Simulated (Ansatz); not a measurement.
**SiNH₄ (doublet): one geometry, many settings at distance N1–H4 along a hydrogen transfer = 0.942 Å**

What do other methods and options give for SiNH₄ (doublet) at this geometry, and how long do they take?

Program: Ansatz 0.2.0, Gaussian basis. Level of theory: the settings change from run to run. These are calculated values, not measurements.

8 further runs of the same task are left out: 6 that didn't finish, 2 set aside as unsound or not needed.

### Step 1. The geometry

The geometry derives from fragments relaxed apart (PBE0/def2-TZVP) and kept rigid, so it is no stationary point. A hydrogen atom is moved between rigid fragments.

6 atoms, charge 0, spin multiplicity 2.

Atoms are counted from 1 here; the program's logs count them from 0.

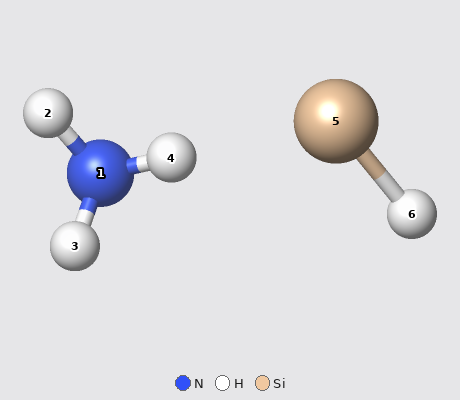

The structure; nitrogen blue, hydrogen white, silicon light orange; atoms are numbered from 1 in the order of the file.

### Step 2. MRCISD+Q(relaxed)(13,7)/6-31G

in.yaml reads:

```yaml
crystal:
  periodic: [false, false, false]
  atoms:
    - {symbol: N, position_ang: [-1.988662, 0.019973, -0.019236]}
    - {symbol: H, position_ang: [-2.285942, 0.987807, -0.019236]}
    - {symbol: H, position_ang: [-2.285941, -0.382326, 0.861023]}
    - {symbol: H, position_ang: [-1.046662, 0.019973, -0.019236]}
    - {symbol: Si, position_ang: [1.138338, 0.019973, -0.019236]}
    - {symbol: H, position_ang: [1.534772, -1.459540, -0.019236]}
basis:
  gaussian: {orbitals: 6-31G}
magnetization: {spin_polarized: false, initial_magnetization: 1}
correlation: {method: fic_mrcisd_q_relaxed, electrons: outside_noble_gas, active_space: {window: {electrons: 13, orbitals: 7}}}
```

Command:

```bash
ansatz run in.yaml --threads 1 --pin off --events-out ev --progress --plain --max-ram 2393MiB
```

Output, cut to the lines that bear on the results:

```text
Functional definition: HF
  name "HF"
  cite "Fock, Z. Phys. 61, 126 (1930) doi:10.1007/BF01340294"
  parent pbe
[...]
400 factors; integrals over basis functions are off by at most 2.5e-4 eV
[...]
mean field -9402.55696888 eV, -345.5375953244 hartree, gradient 2.7e-6 eV, S^2 0.750000; 4 other end points of the search recorded, 0 dependent functions left out
reference -9402.55696888 eV, -345.5375953244 hartree; 13, 12 occupied and 17, 18 virtual orbitals, 400 factors
state -9402.55696888 eV, -345.5375953244 hartree
contracted CI cycle   1: correlation 0.00000000 eV, 0.0000000000 hartree, residual 1.77e1 eV
contracted CI cycle   2: correlation -4.21235919 eV, -0.1548013450 hartree, residual 3.39e0 eV
contracted CI cycle   3: correlation -4.42010679 eV, -0.1624359285 hartree, residual 7.81e-1 eV
contracted CI cycle   4: correlation -4.43193562 eV, -0.1628706299 hartree, residual 2.60e-1 eV
contracted CI cycle   5: correlation -4.43342285 eV, -0.1629252845 hartree, residual 9.01e-2 eV
contracted CI cycle   6: correlation -4.43362362 eV, -0.1629326629 hartree, residual 3.48e-2 eV
contracted CI cycle   7: correlation -4.43365610 eV, -0.1629338563 hartree, residual 1.20e-2 eV
contracted CI cycle   8: correlation -4.43365982 eV, -0.1629339933 hartree, residual 4.21e-3 eV
contracted CI cycle   9: correlation -4.43366022 eV, -0.1629340077 hartree, residual 1.34e-3 eV
contracted CI cycle  10: correlation -4.43366026 eV, -0.1629340092 hartree, residual 4.53e-4 eV
state -9402.55696888 eV, -345.5375953244 hartree; corrected -9407.35422930 eV, -345.7138913930 hartree
Total energy: -9407.35422930 eV, -345.7138913930 hartree
```

Run time: 1.1 s. Hardware: 1 thread of Arm Neoverse V1, shared host.

From the report: 7 determinants; active occupations 2.00, 2.00, 2.00, 2.00, 2.00, 2.00, 1.00.

### Step 3. CISD/cc-pVDZ

Edit in.yaml of step 2 so:

```diff
@@ -10,4 +10,5 @@
 basis:
-  gaussian: {orbitals: 6-31G}
+  gaussian: {orbitals: cc-pVDZ}
 magnetization: {spin_polarized: false, initial_magnetization: 1}
-correlation: {method: fic_mrcisd_q_relaxed, electrons: outside_noble_gas, active_space: {window: {electrons: 13, orbitals: 7}}}
+correlation: {active_space: {ras: {orbitals: [6, 1, 39], electrons: 13, max_holes: 2, max_particles: 2}, fixed_orbitals: true}}
+accuracy: high
```

Launched as before.

Output:

```text
Functional definition: HF
  name "HF"
  cite "Fock, Z. Phys. 61, 126 (1930) doi:10.1007/BF01340294"
  parent pbe
  exchange = exact_x
  correlation = 0
1125 factors; integrals over basis functions are off by at most 3.9e-9 eV
mean field evaluation 1: about -9401.7962 eV, gradient 3.0e1 eV
mean field evaluation 2: about -9401.7969 eV, gradient 3.0e1 eV
mean field evaluation 4: about -9404.1938 eV, gradient 2.1e0 eV
mean field evaluation 8: about -9404.2160 eV, gradient 9.0e-2 eV
mean field evaluation 16: about -9404.4028 eV, gradient 2.8e-2 eV
mean field evaluation 32: about -9404.3748 eV, gradient 5.2e-1 eV
mean field -9404.39947538 eV, -345.6053061892 hartree, gradient 2.1e-8 eV, S^2 0.750000; 4 other end points of the search recorded, 0 dependent functions left out
reference -9404.39947538 eV, -345.6053061892 hartree; 13, 12 occupied and 39, 40 virtual orbitals, 1125 factors
state -9411.76624579 eV, -345.8760300086 hartree
Total energy: -9411.76624579 eV, -345.8760300086 hartree
```

Run time: 7 s. Hardware: 1 thread of Arm Neoverse V1, shared host.

From the report: 142,786 determinants.

### Step 4. CASCI(1,3)/6-31G

Edit in.yaml of step 3 so:

```diff
@@ -10,5 +10,4 @@
 basis:
-  gaussian: {orbitals: cc-pVDZ}
+  gaussian: {orbitals: 6-31G}
 magnetization: {spin_polarized: false, initial_magnetization: 1}
-correlation: {active_space: {ras: {orbitals: [6, 1, 39], electrons: 13, max_holes: 2, max_particles: 2}, fixed_orbitals: true}}
-accuracy: high
+correlation: {active_space: {window: {electrons: 1, orbitals: 3}, fixed_orbitals: true}}
```

The command is unchanged.

Output:

```text
Functional definition: HF
  name "HF"
  cite "Fock, Z. Phys. 61, 126 (1930) doi:10.1007/BF01340294"
  parent pbe
  exchange = exact_x
  correlation = 0
400 factors; integrals over basis functions are off by at most 2.5e-4 eV
mean field evaluation 1: about -9400.2645 eV, gradient 2.8e1 eV
mean field evaluation 2: about -9400.2624 eV, gradient 2.8e1 eV
mean field evaluation 4: about -9402.3676 eV, gradient 1.8e0 eV
mean field evaluation 8: about -9402.3846 eV, gradient 1.1e-1 eV
mean field evaluation 16: about -9402.5569 eV, gradient 5.8e-2 eV
mean field evaluation 32: about -9402.5493 eV, gradient 1.4e0 eV
mean field -9402.55696888 eV, -345.5375953244 hartree, gradient 2.7e-6 eV, S^2 0.750000; 4 other end points of the search recorded, 0 dependent functions left out
reference -9402.55696888 eV, -345.5375953244 hartree; 13, 12 occupied and 17, 18 virtual orbitals, 400 factors
state -9402.55696888 eV, -345.5375953244 hartree
Total energy: -9402.55696888 eV, -345.5375953244 hartree
```

It took 0.3 s on 1 thread of Arm Neoverse V1, shared host.

From the report: 3 determinants; active occupations 1.00, 0.00, 0.00. With so small a space the active step adds no correlation: the energy is the mean field's.

### Step 5. NEVPT2(3,5)/6-31G*

Edit in.yaml of step 4 so:

```diff
@@ -10,4 +10,5 @@
 basis:
-  gaussian: {orbitals: 6-31G}
+  gaussian: {orbitals: "6-31G*"}
 magnetization: {spin_polarized: false, initial_magnetization: 1}
-correlation: {active_space: {window: {electrons: 1, orbitals: 3}, fixed_orbitals: true}}
+correlation: {method: sc_nevpt2, electrons: valence, active_space: {window: {electrons: 3, orbitals: 5}, states: [{multiplicity: 2, weights: [1, 1, 1, 1]}], root: 3}}
+accuracy: high
```

Same command.

Output, cut to the lines that bear on the results:

```text
Functional definition: HF
  name "HF"
  cite "Fock, Z. Phys. 61, 126 (1930) doi:10.1007/BF01340294"
  parent pbe
[...]
830 factors; integrals over basis functions are off by at most 3.7e-9 eV
[...]
mean field -9403.58199426 eV, -345.5752643124 hartree, gradient 2.6e-8 eV, S^2 0.750000; 4 other end points of the search recorded, 0 dependent functions left out
reference -9403.58199426 eV, -345.5752643124 hartree; 13, 12 occupied and 29, 30 virtual orbitals, 830 factors
state -9404.05870619 eV, -345.5927831525 hartree
state -9403.86460446 eV, -345.5856500457 hartree
state -9400.51544727 eV, -345.4625707890 hartree
state -9400.41120037 eV, -345.4587397860 hartree
state -9404.05870619 eV, -345.5927831525 hartree; corrected -9409.97019660 eV, -345.8100264181 hartree
state -9403.86460446 eV, -345.5856500457 hartree; corrected -9409.84200512 eV, -345.8053154681 hartree
state -9400.51544727 eV, -345.4625707890 hartree; corrected -9406.58979308 eV, -345.6857988802 hartree
state -9400.41120037 eV, -345.4587397860 hartree; corrected -9406.51021409 eV, -345.6828744063 hartree
Total energy: -9406.51021409 eV, -345.6828744063 hartree
```

It took 2.7 s on 1 thread of Arm Neoverse V1, shared host.

From the report: 50 determinants; active occupations (of the averaged states) 1.47, 0.84, 0.66, 0.01, 0.01.

### Step 6. NEVPT4(SD)(3,6)/STO-3G

Edit in.yaml of step 5 so:

```diff
@@ -10,5 +10,5 @@
 basis:
-  gaussian: {orbitals: "6-31G*"}
+  gaussian: {orbitals: STO-3G}
 magnetization: {spin_polarized: false, initial_magnetization: 1}
-correlation: {method: sc_nevpt2, electrons: valence, active_space: {window: {electrons: 3, orbitals: 5}, states: [{multiplicity: 2, weights: [1, 1, 1, 1]}], root: 3}}
+correlation: {method: fic_nevpt4_sd, electrons: valence, active_space: {window: {electrons: 3, orbitals: 6}, states: [{multiplicity: 2, weights: [0.5, 1]}, {multiplicity: 4, weights: [1]}], root: 1}}
 accuracy: high
```

Launched as before.

Output, cut to the lines that bear on the results:

```text
Functional definition: HF
  name "HF"
  cite "Fock, Z. Phys. 61, 126 (1930) doi:10.1007/BF01340294"
  parent pbe
[...]
290 factors; integrals over basis functions are off by at most 1.3e-8 eV
[...]
mean field -9292.60686674 eV, -341.4970035975 hartree, gradient 2.4e-8 eV, S^2 0.750000; 4 other end points of the search recorded, 0 dependent functions left out
reference -9292.60686674 eV, -341.4970035975 hartree; 13, 12 occupied and 5, 6 virtual orbitals, 290 factors
state -9293.00876465 eV, -341.5117730732 hartree
state -9292.96632985 eV, -341.5102136231 hartree
state -9293.00876465 eV, -341.5117730732 hartree; corrected -9295.13130511 eV, -341.5897749964 hartree
state -9292.96632985 eV, -341.5102136231 hartree; corrected -9295.09608329 eV, -341.5884806184 hartree
state -9290.97693397 eV, -341.4371046732 hartree
state -9290.97693397 eV, -341.4371046732 hartree; corrected -9293.14794839 eV, -341.5168879813 hartree
WARN: 1 active orbitals are nearly empty or full. The corrections depend on them more than the energy does, and are more stable in an active space without them
Total energy: -9295.09608329 eV, -341.5884806184 hartree
```

It took 1 s on 1 thread of Arm Neoverse V1, shared host.

From the report: 90 determinants; active occupations (of the averaged states) 1.57, 0.81, 0.61, 0.01, 0.00, 0.00. The report marks this result as in doubt.

### Step 7. CCSD(T) on UHF/cc-pVDZ

in.yaml reads:

```yaml
crystal:
  periodic: [false, false, false]
  atoms:
    - {symbol: N, position_ang: [-1.988662, 0.019973, -0.019236]}
    - {symbol: H, position_ang: [-2.285942, 0.987807, -0.019236]}
    - {symbol: H, position_ang: [-2.285941, -0.382326, 0.861023]}
    - {symbol: H, position_ang: [-1.046662, 0.019973, -0.019236]}
    - {symbol: Si, position_ang: [1.138338, 0.019973, -0.019236]}
    - {symbol: H, position_ang: [1.534772, -1.459540, -0.019236]}
basis:
  gaussian: {orbitals: cc-pVDZ}
magnetization: {spin_polarized: true, initial_magnetization: 1}
correlation: {method: ccsd_t, electrons: valence}
accuracy: high
scf: {lower_state_search: off}
```

The command is unchanged.

Output, cut to the lines that bear on the results:

```text
Functional definition: HF
  name "HF"
  cite "Fock, Z. Phys. 61, 126 (1930) doi:10.1007/BF01340294"
  parent pbe
[...]
1125 factors; integrals over basis functions are off by at most 3.9e-9 eV
[...]
mean field -9404.51575931 eV, -345.6095795449 hartree, gradient 2.0e-8 eV, S^2 0.772291; 0 other end points of the search recorded, 0 dependent functions left out
6 core orbitals not correlated: weight in the atoms' cores, before any rotation towards them, 1.000 or more for the frozen orbitals, at most 0.000 for the correlated occupied ones
reference -9404.51575931 eV, -345.6095795449 hartree; 7, 6 occupied and 39, 40 virtual orbitals, 1125 factors
second order -6.91710315 eV of doubles, -0.00000000 eV of singles
cycle   1  -7.63664431 eV  change   -7.2e-1 eV  update   7.1e-2
[...]
cycle  42  -7.98924903 eV  change  -6.4e-10 eV  update   1.4e-9
perturbative correction -0.16530119 eV, -0.0060747067 hartree
Total energy: -9412.67030953 eV, -345.9092537381 hartree
Checks for a lower state left out: stability, starts, cluster_reference, orbital_swaps, neighbouring_geometries, increment
```

Wall time 6.5 s (1 thread of Arm Neoverse V1, shared host).

From the report: ⟨S²⟩ of the determinant 0.772 (pure doublet: 0.75); correlation -8.1546 eV; T1 0.015; largest double amplitude 0.07.

### Step 8. The runs in one table

Where basis and cores are those of an earlier UCCSDT(Q)/cc-pVDZ run (-9412.7046 eV), and the state is the same kind, the miss against it is given. † marks a result that the program doubts.

| level | correlated | functions | energy (eV) | from UCCSDT(Q) (meV) | time |
| --- | --- | --- | --- | --- | --- |
| MRCISD+Q(relaxed)(13,7)/6-31G | outside noble gas | 30 | -9407.3542 |  | 1.1 s |
| CISD/cc-pVDZ | outside noble gas | 52 | -9411.7662 | 938.3 | 7 s |
| CASCI(1,3)/6-31G |  | 30 | -9402.5570 |  | 0.3 s |
| NEVPT2(3,5)/6-31G* (excited root 3 of an average) | valence | 42 | -9406.5102 |  | 2.7 s |
| NEVPT4(SD)(3,6)/STO-3G (excited root 1 of an average) † | valence | 18 | -9295.0961 |  | 1 s |
| CCSD(T) on UHF/cc-pVDZ | valence | 52 | -9412.6703 | 34.2 | 6.5 s |

### Step 9. Outcome

| quantity | value |
| --- | --- |
| runs | 6 |
| quickest | CASCI(1,3)/6-31G, 0.3 s |
| slowest | CISD/cc-pVDZ, 7 s |

In words: Total energies in different bases, with other cores or another treatment of relativity can't be set against each other. CISD/cc-pVDZ took 23 times as long as CASCI(1,3)/6-31G; the jobs differ in more than the method. Among the correlated runs with a miss given, it spans +34 to +938 meV.
